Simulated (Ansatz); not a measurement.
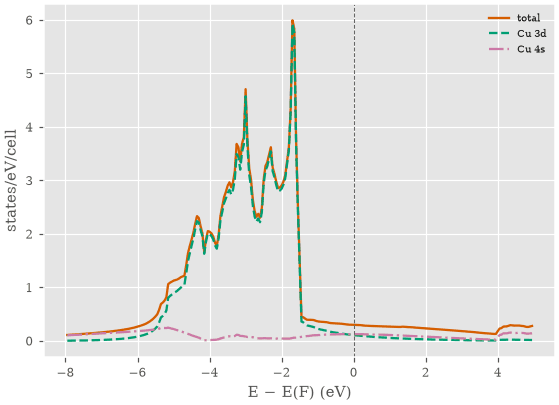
Fig. 1. Total and projected density of states of Cu (fcc (Cu type), Fm-3m), PBEsol (plane waves, PAW; program Ansatz)

Which orbitals carry the states next to the Fermi level?

Within 0.5 eV of the Fermi level: Cu 4s 41 %, Cu 3d 37 %, outside the projected shells 22 %. Projections are on Löwdin-orthogonalised atomic valence shells; empty p or d shells of many metals are not among them.

Where is the tallest occupied peak in this window, and what makes it?

Near -1.7 eV, about 6.0 states/eV per cell; the largest projected share is Cu 3d.

The PBEsol relaxation kept the symmetry of its start. No spin polarisation was allowed.

Potentials: the later of the program's two PAW sets.
